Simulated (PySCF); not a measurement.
## A study: C3H9Si, doublet, SMILES `C[Si](C)C`

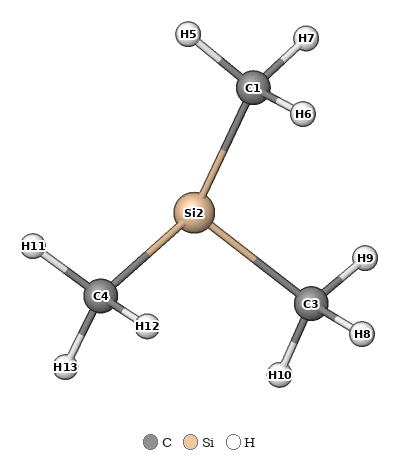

The molecule, with its atoms numbered as below. No frequency check shows the geometry to be a minimum.

Cartesian coordinates (Å):

```
C1      -0.4532    1.7491   -0.1799
Si2      0.0001   -0.0001    0.4319
C3      -1.2882   -1.2670   -0.1800
C4       1.7414   -0.4821   -0.1801
H5       0.2606    2.4901    0.1666
H6      -0.4635    1.7833   -1.2686
H7      -1.4369    2.0503    0.1668
H8      -1.3147   -1.2910   -1.2687
H9      -2.2868   -1.0195    0.1665
H10     -1.0572   -2.2697    0.1664
H11      2.4943    0.2192    0.1663
H12      1.7761   -0.4902   -1.2689
H13      2.0264   -1.4709    0.1663
```

Part 1: Bonding charge

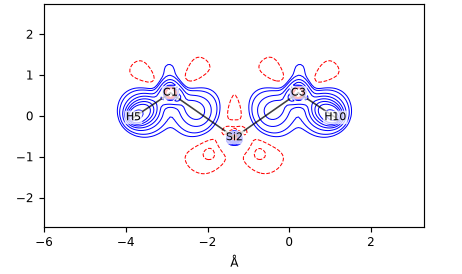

Deformation density (molecule less spherical, spin-averaged free atoms) in the plane of C1, Si2, C3, H5 and H10; contours at ±0.05 to ±0.8 e/Å³; solid blue lines: gain, dashed red lines: loss.

Computed with PySCF, ωB97X/6-311G**, geometry: GFN2-xTB. The stability of the open-shell solution wasn't checked. GFN2-xTB doesn't know the spin state, so this open-shell geometry is rough.

Q: Describe the bonding that the map shows.

A: C1–H5 and C3–H10: +0.67 e/Å³ at the bond critical point (bond length 1.09 Å, Mayer order 1.0). C1–Si2 and Si2–C3: +0.17 e/Å³ at the bond critical point (bond length 1.91 Å, Mayer order 0.9). In all, 2.9 electrons gather in the regions of gain relative to the promolecule.

Q: Where do the Hirshfeld charges lie?

A: The highest Hirshfeld charge is on Si2 (+0.32 e), the lowest on C1, C3 and C4 (−0.24 e).

```tsv
atom	charge (e)
C1	−0.24
Si2	+0.32
C3	−0.24
C4	−0.24
H5	+0.04
H6	+0.04
H7	+0.04
H8	+0.04
H9	+0.04
H10	+0.04
H11	+0.04
H12	+0.04
H13	+0.04
```

Part 2: Electrostatic potential

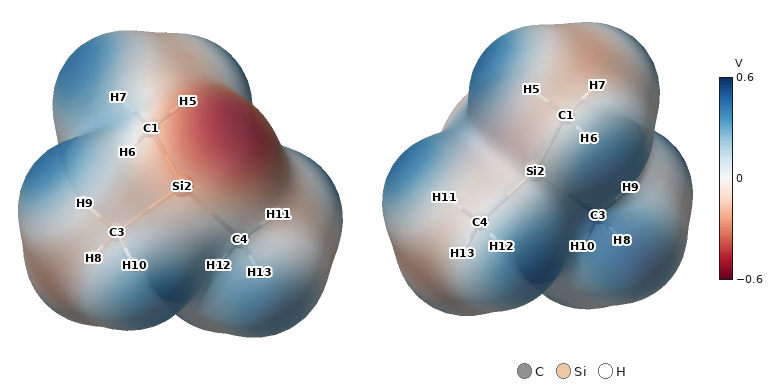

Electrostatic potential on the surface of electron density 0.001 a.u. (back view left, front view right).

Q: Where are the extremes of the potential on the surface?

A: Highest: 0.47 V, 1.4 Å from H8, and at like points elsewhere. Lowest: −0.50 V, 2.5 Å from Si2. Further minima include −0.21 V, near H13 (1.85 Å), H12 (1.87 Å), H11 (1.94 Å) and C4 (1.99 Å), and at like points elsewhere. The surface is sampled at points, so like sites can differ by a few per cent and only the strongest of them is named.

Part 3: Spin density

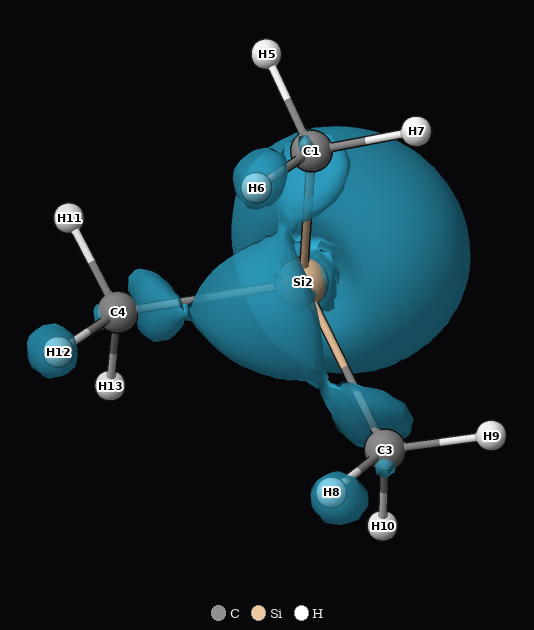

Spin density ρα − ρβ at ±0.03 e/Å³ (light blue: excess α, orange: excess β).

Q: Where is the unpaired spin?

A: Hirshfeld spin populations: Si2 +0.75 and C1, C3 and C4 +0.05. ⟨S²⟩ = 0.75, as for a pure state.

Part 4: In an electric field

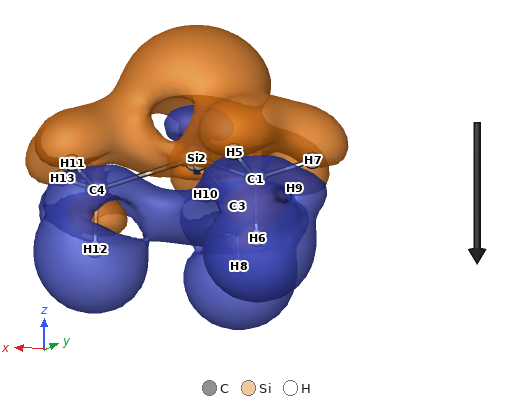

Change of the electron density in a uniform field of 0.26 V/Å along −z (arrow), surfaces at ±0.001 e/Å³ (orange: gain, blue: loss).

Method: B3LYP/def2-TZVP; geometry: GFN2-xTB; program: PySCF. A basis without diffuse functions makes polarisabilities too small. The stability of the open-shell solution wasn't checked. GFN2-xTB doesn't know the spin state, so this open-shell geometry is rough.

The field was applied in both directions; the picture shows the one opposite to the script's first.

Q: How large is the response?

A: The induced dipole is 0.73 D (along the field); α along this axis, from the fields in both directions, is 58 bohr³ (8.5 Å³).

The PySCF runs shown took 18 s and 47 s on 1 thread of Intel(R) Xeon(R) 6975P-C (Granite Rapids), with other jobs on the host.
